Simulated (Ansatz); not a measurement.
Consider F2H2O2Si.

Input

```
crystal:
  periodic: [false, false, false]
  atoms:
    - { symbol: Si, position_ang: [-0.909686, 0.116723, 0.827068] }
    - { symbol: O, position_ang: [1.496136, -0.398541, -0.970616] }
    - { symbol: O, position_ang: [-1.45288, -0.705475, -0.356659] }
    - { symbol: H, position_ang: [0.640994, -0.798908, -1.231578] }
    - { symbol: F, position_ang: [-0.78154, 1.723951, 0.895646] }
    - { symbol: F, position_ang: [-0.471024, -0.392242, 2.288776] }
    - { symbol: H, position_ang: [1.478101, 0.454592, -1.452538] }
basis:
  gaussian: { orbitals: def2-SVP }
hamiltonian:
  xc: pbe
  dispersion: d4
relax:
  f_tol: 0.03
  max_steps: 50
output:
  orbitals: {}
```

Launched as:

```sh
ansatz run input.yaml --threads 2 --pin off --max-ram 3072MiB --backend cpu --events-out ev --progress --plain --runs-dir out
```

The fields are those of the run's last geometry, not of the input's.

The calculation used RKS PBE-D4/def2-SVP in Ansatz.

Question: What will maps of the electron density and electron localisation function show?

Answer: Si–F (1.63 Å): ρ is about 1 e/Å³ halfway; the ELF peaks at about 0.85 in the valence shell of F, 0.6 Å from its nucleus, and is about 0.50 at the midpoint.
O–H (0.98 Å): the density is about 3.6 e/Å³ at the midpoint; the ELF climbs to about 1 towards the hydrogen, as it does in any bond to H (a covalent bond by its length).

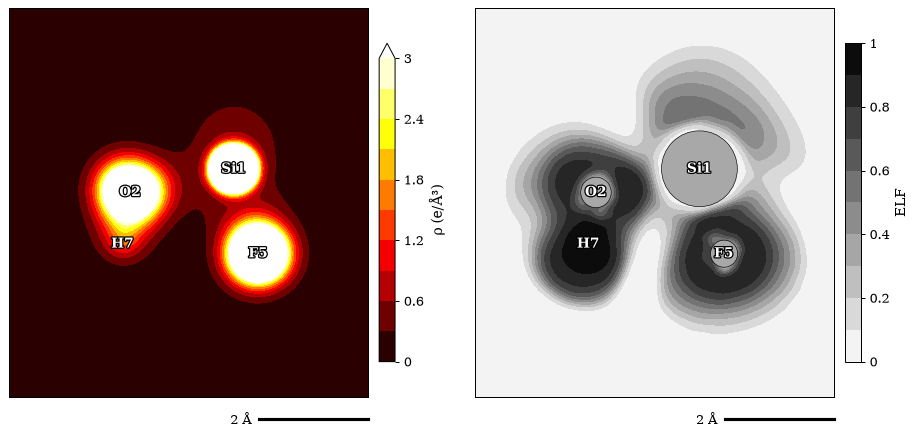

Computed electron density and electron localisation function on the plane of atoms O2, Si1 and F5, in this order. Grey discs cover the atomic cores in the ELF map. 
